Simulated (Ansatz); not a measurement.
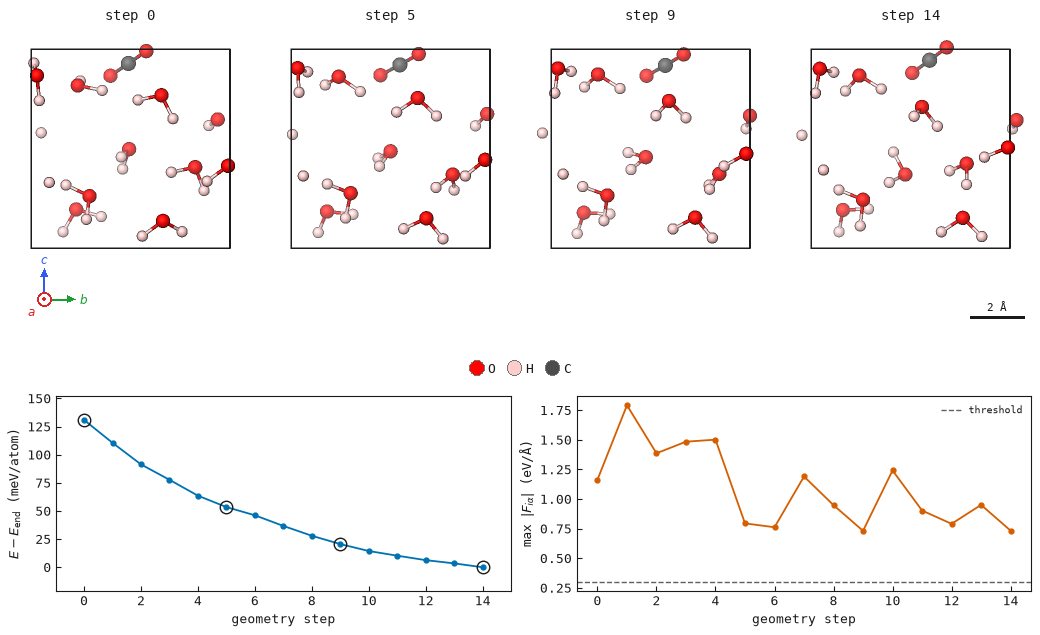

Frames of a relaxation of an amorphous cell of composition H20CO12, marked on the history of the run. Style: ball-and-stick. Shown: the cell of the calculation, along the a axis.

The cell holds 10 H2O + 1 CO2. The run prepares the start of a later molecular dynamics calculation, from a guessed geometry.

Computed with Ansatz 0.2.0, DFT PBE-D3(BJ), scalar-relativistic, plane waves, PAW.

The input:
```yaml
accuracy: low
crystal:
  lattice:
    - [7.383993, 0.0, 0.0]
    - [0.0, 7.383993, 0.0]
    - [0.0, 0.0, 7.383993]
  atoms:
    - { symbol: O, position: [0.602076, 0.2936264, 0.2625094] }
    - { symbol: H, position: [0.6107632, 0.175286, 0.318419] }
    - { symbol: H, position: [0.6598448, 0.277901, 0.1457991] }
    - { symbol: O, position: [0.1548055, 0.2266274, 0.1958107] }
    - { symbol: H, position: [0.1488043, 0.352645, 0.159903] }
    - { symbol: H, position: [0.1391413, 0.1608272, 0.083424] }
    - { symbol: O, position: [0.5689288, 0.8248446, 0.4079734] }
    - { symbol: H, position: [0.5307731, 0.8694829, 0.2906816] }
    - { symbol: H, position: [0.6154906, 0.7048589, 0.3826508] }
    - { symbol: O, position: [0.8176635, 0.655301, 0.7697156] }
    - { symbol: H, position: [0.7645696, 0.5376996, 0.7461204] }
    - { symbol: H, position: [0.8199959, 0.7132482, 0.6520614] }
    - { symbol: O, position: [0.272747, 0.9382476, 0.6480112] }
    - { symbol: H, position: [0.2826375, 1.05077, 0.5813276] }
    - { symbol: H, position: [0.1533014, 0.8935653, 0.6173183] }
    - { symbol: O, position: [0.9081717, 0.6630028, 0.1380846] }
    - { symbol: H, position: [0.8371249, 0.758966, 0.083778] }
    - { symbol: H, position: [0.884914, 0.559074, 0.0615098] }
    - { symbol: O, position: [0.4819658, 0.2347659, 0.8190031] }
    - { symbol: H, position: [0.3533533, 0.247162, 0.8416077] }
    - { symbol: H, position: [0.5217466, 0.3572406, 0.7940381] }
    - { symbol: O, position: [0.2174502, 0.4926371, 0.498797] }
    - { symbol: H, position: [0.1388798, 0.4601324, 0.3989172] }
    - { symbol: H, position: [0.3363495, 0.4533756, 0.4597164] }
    - { symbol: O, position: [0.9408507, 0.0291578, 0.8688821] }
    - { symbol: H, position: [0.8265683, 0.0137216, 0.9313887] }
    - { symbol: H, position: [0.9066827, 0.0413281, 0.7428256] }
    - { symbol: O, position: [0.955551, 0.990192, 0.4148194] }
    - { symbol: H, position: [0.952364, 1.0913055, 0.3313226] }
    - { symbol: H, position: [0.9458563, 0.8847686, 0.3373745] }
    - { symbol: C, position: [0.238247, 0.4890071, 0.9295481] }
    - { symbol: O, position: [0.1219407, 0.3988865, 0.8676552] }
    - { symbol: O, position: [0.3545534, 0.5791277, 0.9914411] }
basis:
  ecutwfc: 420.0
kpoints:
  mp_grid: { grid: [1, 1, 1] }
hamiltonian:
  xc: pbe
  dispersion: d3bj
scf:
  occupations: { method: fermi_dirac, width: 0.05 }
  lower_state_search: "off"
relax:
  f_tol: 0.3
  max_steps: 15
  adjacent_minimum: "off"
output:
  write_density: true
  write_potential: true
  elf: true
  volumetric_format: npy
```

Launched with:
```bash
ansatz run input.yaml --threads 1 --pin off --max-ram 3072MiB --backend cpu --events-out ev --progress --plain --runs-dir out
```

Q: Describe the path.

A: The relaxation stopped without meeting its thresholds, so the last structure isn't shown to be converged. It used up its limit of 15 steps. After 14 geometry steps the energy has fallen by 131 meV per atom. Largest force component: 1.2 eV/Å at the start, 0.73 eV/Å at the end. H8 moves most: 1.56 Å along [−1 −2 1]. By element the largest moves are H 1.56 Å, O 1.23 Å, C 0.80 Å. The lattice vectors keep their values. Near-neighbour distances that change, for instance: O7–H9 0.969 → 1.006 Å, O19–H20 0.969 → 0.996 Å, O10–H12 0.969 → 0.990 Å, C31–O33 1.179 → 1.166 Å. Bond angles that change, for instance: H20–O19–H21 104.0° → 107.4°. From step 0 to 5: H20 moves most (0.73 Å), energy −77.4 meV per atom. From step 5 to 9: H12 moves most (0.72 Å), energy −32.9 meV per atom. From step 9 to 14: H8 moves most (0.90 Å), energy −20.6 meV per atom.

| step | E − E(0), meV/atom | largest force component, eV/Å |
| --- | --- | --- |
| 0 | 0.00 | 1.1637 |
| 1 | -20.30 | 1.7922 |
| 2 | -39.48 | 1.3869 |
| 3 | -53.15 | 1.4848 |
| 4 | -67.28 | 1.5019 |
| 5 | -77.39 | 0.7949 |
| 6 | -84.68 | 0.7623 |
| 7 | -94.15 | 1.1909 |
| 8 | -102.90 | 0.9488 |
| 9 | -110.27 | 0.7321 |
| 10 | -116.44 | 1.2419 |
| 11 | -120.60 | 0.9034 |
| 12 | -124.54 | 0.7912 |
| 13 | -127.42 | 0.9512 |
| 14 | -130.87 | 0.7336 |

Limits of the set-up: the program's low-accuracy preset was used; the periodic images lie only 7.4 Å apart, so the values are limited by the cell's size.
